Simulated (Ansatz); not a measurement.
# CH4FNSi: geometry relaxation (part 2 of 2)

Continued. System: CH4FNSi, SMILES C[Si](=N)F. Method: RKS B3LYP/def2-SVP (Ansatz 0.2.0). It belongs to a series of runs on one base structure; here: end point A relaxed.

Geometry of the input (Å):
```
C  -0.2733  1.0964  -0.4126
Si 0.0316  -0.6897  0.0643
N  0.9253  -1.1502  1.3166
F  -0.7834  -1.5556  -1.0393
H  0.6680  1.6114  -0.5804
H  -0.8752  1.1755  -1.3163
H  -0.7860  1.6222  0.3878
H  1.0931  -2.1098  1.5799
```

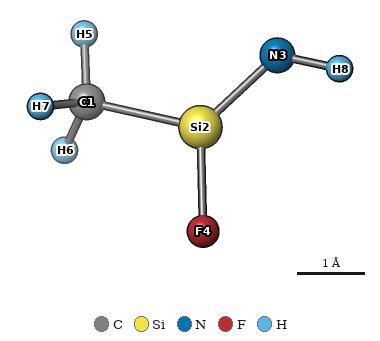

The geometry at step 13 of the log (ball-and-stick view, seen at an oblique angle; atoms are numbered from 1 in the order of the input).

### Trajectory as extended XYZ, continued
```
8
Properties=species:S:1:pos:R:3:forces:R:3 step=5 energy=-13181.61541
C    -0.2648    1.0971   -0.4097   -0.0148   0.0492  -0.0026
Si    0.0165   -0.6807    0.0491   -0.0550   0.0099  -0.0660
N     0.9264   -1.1311    1.2657    0.0455  -0.0366   0.0579
F    -0.8249   -1.6050   -0.9947    0.0062   0.0001   0.0162
H     0.6989    1.6180   -0.5184   -0.0016  -0.0191   0.0116
H    -0.8328    1.1805   -1.3473    0.0144  -0.0112   0.0031
H    -0.8258    1.6073    0.3901    0.0107  -0.0234  -0.0046
H     1.1065   -2.0860    1.5652   -0.0055   0.0310  -0.0156
8
Properties=species:S:1:pos:R:3:forces:R:3 step=6 energy=-13181.61628
C    -0.2616    1.0985   -0.4123   -0.0213   0.1020   0.0027
Si    0.0082   -0.6783    0.0536   -0.0556  -0.1106  -0.0716
N     0.9498   -1.1412    1.2395    0.0456   0.0567   0.0465
F    -0.8830   -1.5983   -0.9551    0.0256   0.0458   0.0472
H     0.7036    1.6292   -0.4593   -0.0632  -0.0426   0.0156
H    -0.7767    1.1791   -1.3827    0.0465  -0.0064   0.0663
H    -0.8779    1.5975    0.3567    0.0489  -0.0481  -0.0691
H     1.1376   -2.0865    1.5596   -0.0266   0.0031  -0.0376
8
Properties=species:S:1:pos:R:3:forces:R:3 step=7 energy=-13181.61728
C    -0.2593    1.0984   -0.4136   -0.0199   0.1313  -0.0084
Si    0.0045   -0.6791    0.0542   -0.0722  -0.1369  -0.0570
N     0.9647   -1.1429    1.2253    0.0347   0.0814   0.0128
F    -0.9209   -1.5957   -0.9290    0.0565   0.0720   0.0732
H     0.7053    1.6347   -0.4209   -0.1105  -0.0623   0.0129
H    -0.7398    1.1799   -1.4033    0.0652  -0.0048   0.1134
H    -0.9094    1.5897    0.3348    0.0792  -0.0701  -0.1076
H     1.1549   -2.0849    1.5524   -0.0331  -0.0107  -0.0393
8
Properties=species:S:1:pos:R:3:forces:R:3 step=8 energy=-13181.61930
C    -0.2563    1.0970   -0.4155   -0.0194   0.1898  -0.0273
Si   -0.0046   -0.6808    0.0580   -0.0863  -0.1557  -0.0657
N     0.9876   -1.1399    1.2058    0.0110   0.0827  -0.0371
F    -0.9753   -1.5952   -0.8865    0.1096   0.1162   0.1204
H     0.7064    1.6391   -0.3613   -0.1933  -0.1015   0.0024
H    -0.6812    1.1841   -1.4326    0.0863  -0.0126   0.1934
H    -0.9554    1.5773    0.2990    0.1291  -0.0930  -0.1610
H     1.1787   -2.0816    1.5330   -0.0369  -0.0258  -0.0251
8
Properties=species:S:1:pos:R:3:forces:R:3 step=9 energy=-13181.62256
C    -0.2528    1.0957   -0.4161   -0.0076   0.1968  -0.0493
Si    0.0004   -0.6820    0.0569   -0.2017  -0.0537  -0.0849
N     1.0145   -1.1402    1.1838    0.0637  -0.0035   0.0376
F    -1.0194   -1.5865   -0.8435    0.1217   0.0930   0.1039
H     0.6989    1.6504   -0.3140   -0.1989  -0.1068  -0.0126
H    -0.6320    1.1819   -1.4517    0.0842  -0.0036   0.2013
H    -0.9938    1.5642    0.2643    0.1501  -0.1186  -0.1610
H     1.1844   -2.0835    1.5202   -0.0114  -0.0035  -0.0351
8
Properties=species:S:1:pos:R:3:forces:R:3 step=10 energy=-13181.61944 accepted=F
C    -0.2477    1.0947   -0.4168   -0.1989   0.4070  -0.0091
Si   -0.0361   -0.6764    0.1013   -0.0222  -0.0488  -0.2199
N     1.0651   -1.1413    1.1469   -0.0339  -0.0859  -0.0242
F    -1.1156   -1.5674   -0.7442    0.1409   0.1067   0.1822
H     0.6817    1.6640   -0.1936   -0.3852  -0.2176  -0.0834
H    -0.4939    1.1686   -1.5023    0.1185  -0.0314   0.4850
H    -1.0919    1.5555    0.1583    0.4242  -0.2004  -0.3271
H     1.2385   -2.0977    1.4504   -0.0435   0.0705  -0.0035
8
Properties=species:S:1:pos:R:3:forces:R:3 step=11 energy=-13181.63076
C    -0.2497    1.0982   -0.4179   -0.0147   0.0001   0.0071
Si   -0.0091   -0.6767    0.0716   -0.0585   0.0102  -0.0287
N     1.0448   -1.1401    1.1627    0.0143   0.0032   0.0023
F    -1.0635   -1.5770   -0.7850    0.0332   0.0311   0.0416
H     0.6837    1.6589   -0.2564   -0.0576  -0.0198  -0.0002
H    -0.5644    1.1776   -1.4705    0.0310   0.0109   0.0504
H    -1.0384    1.5506    0.2095    0.0492  -0.0257  -0.0606
H     1.1966   -2.0914    1.4861    0.0032  -0.0100  -0.0119
8
Properties=species:S:1:pos:R:3:forces:R:3 step=12 energy=-13181.63642
C    -0.2471    1.0964   -0.4195   -0.0173   0.0611   0.0201
Si   -0.0218   -0.6681    0.0949    0.1245  -0.0689   0.0439
N     1.0802   -1.1454    1.1371   -0.0688   0.0022  -0.0727
F    -1.1230   -1.5579   -0.7069   -0.0347  -0.0213   0.0078
H     0.6573    1.6741   -0.1819   -0.0114  -0.0050   0.0062
H    -0.4715    1.1718   -1.4946    0.0201  -0.0168   0.0185
H    -1.0959    1.5358    0.1304   -0.0018   0.0096  -0.0211
H     1.2217   -2.1067    1.4404   -0.0106   0.0393  -0.0027
8
Properties=species:S:1:pos:R:3:forces:R:3 step=13 energy=-13181.63509 accepted=F
C    -0.2419    1.0963   -0.4207   -0.1191   0.3101  -0.0866
Si   -0.0177   -0.6651    0.0973    0.0006  -0.1892   0.1517
N     1.1330   -1.1525    1.0876   -0.1755  -0.0195  -0.1483
F    -1.2139   -1.5370   -0.5929    0.1381   0.0795   0.0625
H     0.6201    1.6996   -0.0768   -0.2175  -0.1325  -0.1110
H    -0.3461    1.1703   -1.5241    0.0492   0.0112   0.3196
H    -1.1737    1.5060    0.0310    0.3046  -0.1302  -0.1633
H     1.2402   -2.1175    1.3985    0.0196   0.0707  -0.0246
8
Properties=species:S:1:pos:R:3:forces:R:3 step=14 energy=-13181.64030
C    -0.2460    1.0982   -0.4173    0.0153   0.0007  -0.0153
Si   -0.0217   -0.6665    0.0994   -0.0222  -0.0205   0.0039
N     1.1033   -1.1518    1.1092   -0.0013  -0.0095  -0.0104
F    -1.1693   -1.5444   -0.6513    0.0032  -0.0008   0.0134
H     0.6362    1.6865   -0.1293   -0.0099   0.0052   0.0009
H    -0.4049    1.1648   -1.5049    0.0151   0.0132   0.0136
H    -1.1347    1.5245    0.0753   -0.0087   0.0024  -0.0059
H     1.2372   -2.1114    1.4189    0.0087   0.0093  -0.0001
8
Properties=species:S:1:pos:R:3:forces:R:3 step=15 energy=-13181.64212
C    -0.2447    1.0986   -0.4167   -0.0539   0.0726  -0.0225
Si   -0.0336   -0.6634    0.1159   -0.0096  -0.0543  -0.0408
N     1.1243   -1.1576    1.0846   -0.0299   0.0123  -0.0285
F    -1.2145   -1.5336   -0.5948    0.0404   0.0344   0.0441
H     0.6136    1.6975   -0.0757   -0.0671  -0.0335  -0.0231
H    -0.3328    1.1607   -1.5159    0.0183   0.0026   0.1123
H    -1.1732    1.5162    0.0142    0.0990  -0.0326  -0.0536
H     1.2609   -2.1184    1.3884    0.0029  -0.0015   0.0120
8
Properties=species:S:1:pos:R:3:forces:R:3 step=16 energy=-13181.64251
C    -0.2433    1.0979   -0.4186   -0.0301   0.0763  -0.0538
Si   -0.0280   -0.6662    0.1063   -0.0620  -0.0436   0.0629
N     1.1420   -1.1627    1.0603   -0.0508   0.0133  -0.0400
F    -1.2485   -1.5253   -0.5501    0.0723   0.0389   0.0221
H     0.5935    1.7050   -0.0396   -0.0657  -0.0442  -0.0389
H    -0.2880    1.1698   -1.5201    0.0120   0.0112   0.1136
H    -1.1940    1.5004   -0.0224    0.1089  -0.0553  -0.0474
H     1.2663   -2.1189    1.3843    0.0152   0.0033  -0.0186
8
Properties=species:S:1:pos:R:3:forces:R:3 step=17 energy=-13181.64227 accepted=F
C    -0.2392    1.0964   -0.4258   -0.0435  -0.0226   0.1212
Si   -0.0446   -0.6627    0.1266    0.0436   0.0304  -0.1016
N     1.1533   -1.1654    1.0382    0.0140  -0.0478   0.0228
F    -1.2870   -1.5101   -0.4958   -0.0084  -0.0115   0.0082
H     0.5651    1.7107    0.0018   -0.0130   0.0032   0.0033
H    -0.2221    1.1825   -1.5225   -0.0046  -0.0503  -0.0292
H    -1.2155    1.4712   -0.0780    0.0175   0.0693  -0.0291
H     1.2898   -2.1225    1.3556   -0.0057   0.0292   0.0043
8
Properties=species:S:1:pos:R:3:forces:R:3 step=18 energy=-13181.64295
C    -0.2433    1.1005   -0.4170   -0.0494  -0.0297  -0.0519
Si   -0.0424   -0.6658    0.1105    0.0229  -0.0375   0.0595
N     1.1368   -1.1601    1.0517    0.0038   0.0363  -0.0075
F    -1.2546   -1.5418   -0.5350    0.0122   0.0782  -0.0148
H     0.5902    1.7022   -0.0280   -0.0150  -0.0276   0.0045
H    -0.2675    1.1730   -1.5167   -0.0044   0.0099   0.0292
H    -1.1958    1.5064   -0.0377    0.0268  -0.0061  -0.0161
H     1.2766   -2.1144    1.3722    0.0030  -0.0235  -0.0028
8
Properties=species:S:1:pos:R:3:forces:R:3 step=19 energy=-13181.64405
C    -0.2440    1.0981   -0.4191   -0.0213   0.0031   0.0092
Si   -0.0404   -0.6639    0.1185   -0.0070  -0.0194  -0.0036
N     1.1445   -1.1632    1.0499   -0.0069   0.0074  -0.0071
F    -1.2640   -1.5244   -0.5258    0.0166   0.0246   0.0056
H     0.5809    1.7039   -0.0187   -0.0146  -0.0049  -0.0090
H    -0.2551    1.1706   -1.5187    0.0033  -0.0067   0.0208
H    -1.2036    1.4988   -0.0524    0.0288  -0.0051  -0.0144
H     1.2818   -2.1199    1.3661    0.0011   0.0010  -0.0017
8
Properties=species:S:1:pos:R:3:forces:R:3 step=20 energy=-13181.64418
C    -0.2446    1.0973   -0.4174    0.0011   0.0103  -0.0029
Si   -0.0411   -0.6635    0.1210    0.0050  -0.0078   0.0078
N     1.1461   -1.1651    1.0477   -0.0016   0.0019  -0.0022
F    -1.2682   -1.5184   -0.5218   -0.0018   0.0002  -0.0014
H     0.5757    1.7076   -0.0158    0.0035  -0.0029   0.0050
H    -0.2473    1.1658   -1.5168   -0.0033  -0.0028  -0.0010
H    -1.2064    1.4980   -0.0598   -0.0024  -0.0007  -0.0032
H     1.2857   -2.1217    1.3628   -0.0005   0.0018  -0.0021
```

### Summary

| quantity | value |
| --- | --- |
| outcome | converged |
| total energy | −13181.6444 eV |
| mean-field energy | −13181.6444 eV |
| largest force (length of the vector) at the end | 0.012 eV/Å |
| hardware | 1 thread of an x86-64 CPU, shared host |
| wall time | 65 s |
| peak memory | 0.16 GiB |
